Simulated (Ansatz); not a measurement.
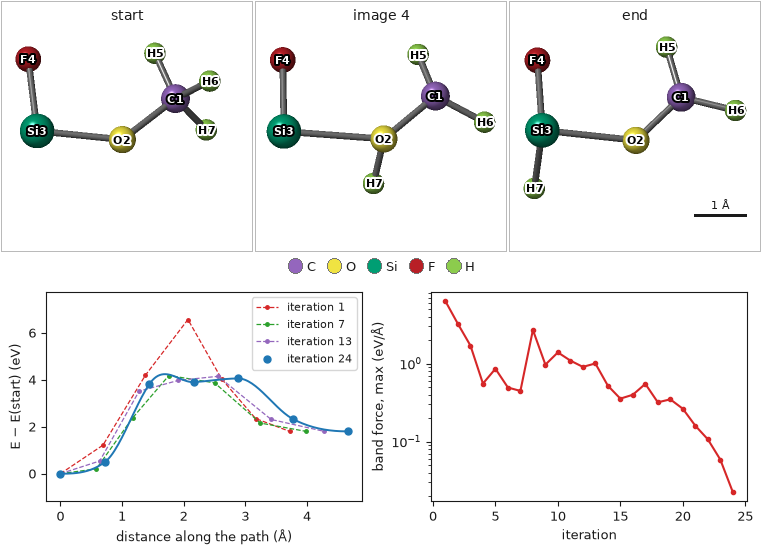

NEB run on CH3FOSi. Images are numbered from 0 (start) to 6 (end). The plot follows the band through its iterations. A ball-and-stick model, seen at a tilt.

Level of theory: UKS PBE/def2-SVP (Ansatz 0.2.0).

Input
```yaml
crystal:
  periodic: [false, false, false]
  atoms:
    - { symbol: C, position_ang: [-0.499626, 0.23051, 0.593073] }
    - { symbol: O, position_ang: [0.664965, 0.701647, -0.075078] }
    - { symbol: Si, position_ang: [1.574597, 0.036266, -1.311805] }
    - { symbol: F, position_ang: [0.760232, -1.387408, -1.597294] }
    - { symbol: H, position_ang: [-0.829107, -0.755088, 0.202259] }
    - { symbol: H, position_ang: [-0.288814, 0.139661, 1.679617] }
    - { symbol: H, position_ang: [-1.321146, 0.966413, 0.463627] }
magnetization:
  spin_polarized: true
basis:
  gaussian: { orbitals: def2-SVP }
hamiltonian:
  xc: pbe
neb:
  order_check: false
  images: 5
  f_tol: 0.03
  max_iterations: 60
  final_atoms:
    - { symbol: C, position_ang: [-0.23423956, -0.31741896, 1.17508878] }
    - { symbol: O, position_ang: [0.18770347, 0.6072905, 0.42636794] }
    - { symbol: Si, position_ang: [0.89367575, 0.52988528, -1.27754035] }
    - { symbol: F, position_ang: [0.23901839, -0.96252019, -1.65720579] }
    - { symbol: H, position_ang: [-0.39913329, -1.33757168, 0.7710203] }
    - { symbol: H, position_ang: [-0.4127839, -0.0889945, 2.24435599] }
    - { symbol: H, position_ang: [-0.21313986, 1.50133055, -1.72768787] }
  initial_path:
    images:
      - { positions_ang: [[-0.499626, 0.23051, 0.593073], [0.664965, 0.701647, -0.075078], [1.574597, 0.036266, -1.311805], [0.760232, -1.387408, -1.597294], [-0.829107, -0.755088, 0.202259], [-0.288814, 0.139661, 1.679617], [-1.321146, 0.966413, 0.463627]] }
      - { positions_ang: [[-0.5036885, 0.11912328, 0.64899044], [0.6273059, 0.67738168, 0.03741232], [1.42845864, 0.09537677, -1.28803125], [0.62164393, -1.23741192, -1.67553778], [-0.66790689, -0.88708593, 0.42028413], [-0.47097317, 0.20696151, 1.69761759], [-0.97373891, 0.95765562, 0.11366355]] }
      - { positions_ang: [[-0.507751, 0.00773656, 0.70490787], [0.58964679, 0.65311636, 0.14990264], [1.28232028, 0.15448754, -1.2642575], [0.48305585, -1.08741584, -1.75378156], [-0.50670678, -1.01908387, 0.63830927], [-0.65313233, 0.27426202, 1.71561818], [-0.62633182, 0.94889824, -0.23629989]] }
      - { positions_ang: [[-0.5118135, -0.10365017, 0.76082531], [0.55198769, 0.62885103, 0.26239296], [1.13618192, 0.21359831, -1.24048376], [0.34446778, -0.93741976, -1.83202534], [-0.34550667, -1.1510818, 0.8563344], [-0.8352915, 0.34156252, 1.73361877], [-0.27892472, 0.94014086, -0.58626334]] }
      - { positions_ang: [[-0.41928886, -0.17490643, 0.89891313], [0.43055962, 0.62166419, 0.31705128], [1.05534653, 0.3190273, -1.25283595], [0.30931798, -0.94578657, -1.77375216], [-0.36338221, -1.21324509, 0.82789637], [-0.69445563, 0.19804352, 1.90386451], [-0.25699644, 1.12720409, -0.96673819]] }
      - { positions_ang: [[-0.32676421, -0.2461627, 1.03700096], [0.30913154, 0.61447734, 0.37170961], [0.97451114, 0.42445629, -1.26518815], [0.27416819, -0.95415338, -1.71547897], [-0.38125775, -1.27540839, 0.79945834], [-0.55361977, 0.05452451, 2.07411025], [-0.23506815, 1.31426732, -1.34721303]] }
      - { positions_ang: [[-0.23423956, -0.31741896, 1.17508878], [0.18770347, 0.6072905, 0.42636794], [0.89367575, 0.52988528, -1.27754035], [0.23901839, -0.96252019, -1.65720579], [-0.39913329, -1.33757168, 0.7710203], [-0.4127839, -0.0889945, 2.24435599], [-0.21313986, 1.50133055, -1.72768787]] }
```

Run as
```bash
ansatz run input.yaml --threads 2 --pin off --max-ram 3072MiB --backend cpu --events-out ev --progress --plain --runs-dir out
```

Question: Did the band converge, and can the barrier be trusted?

Answer: The result is final at these settings. The band converged in 24 iterations. The largest component of the band force went from 6.3 to 0.023 eV/Å. The climbing image converged on the top of the path. Its vibrational analysis gives one imaginary mode (526i cm⁻¹), as a transition state must have. The first iteration put the highest image at 6.57 eV. The energy climbs by 4.06 eV to image 4 and then falls by 2.25 eV, so the end point sits at +1.80 eV.
